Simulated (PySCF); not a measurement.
C6H17NSi, SMILES `CC(C)N([SiH3])C(C)C`.

Level of theory: BLYP/6-31G* (PySCF), at a geometry from GFN2-xTB. No frequency check shows the geometry to be a minimum.

Cartesian coordinates (Å):

```
C1      -1.5994    0.7868   -1.4000
C2      -0.6943    0.9641   -0.1802
C3      -1.4959    1.5004    1.0080
N4       0.0015   -0.2630    0.1721
Si5     -0.8060   -1.7703    0.3285
C6       1.4507   -0.2417    0.0928
C7       1.9594   -0.0346   -1.3373
C8       2.0676    0.7802    1.0523
H9      -1.0328    0.3730   -2.2305
H10     -2.0126    1.7466   -1.7032
H11     -2.4182    0.1109   -1.1698
H12      0.0597    1.7154   -0.4365
H13     -2.2915    0.8094    1.2704
H14     -0.8478    1.6228    1.8718
H15     -1.9367    2.4637    0.7608
H16     -0.9406   -2.5194   -0.9355
H17     -0.0111   -2.5708    1.2622
H18     -2.1450   -1.5405    0.8687
H19      1.7841   -1.2333    0.4158
H20      3.0417   -0.1354   -1.3647
H21      1.6989    0.9526   -1.7121
H22      1.5224   -0.7823   -1.9951
H23      3.1473    0.6542    1.0780
H24      1.8520    1.8011    0.7470
H25      1.6748    0.6263    2.0543
```

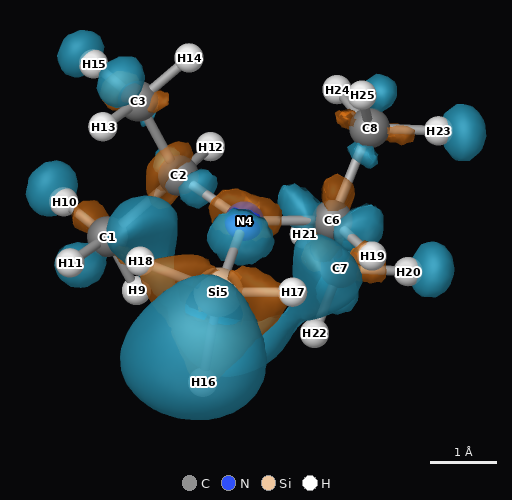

Fukui function f⁺ = ρ(N+1) − ρ(N) at fixed geometry, surfaces at ±0.015 e/Å³ (light blue positive, orange negative).

Which atoms respond most to the addition of an electron?

Answer. f⁺ (Hirshfeld-condensed) is largest on Si5 (0.28); the vertical electron affinity is −2.82 eV (the stability of the anion's solution wasn't checked; negative, but this basis has no diffuse functions, so it doesn't show that the anion is unbound). Condensed values hint at sites of nucleophilic attack but needn't mark the atom that reacts. Orbital relaxation makes it negative in places (0.17 e in all).
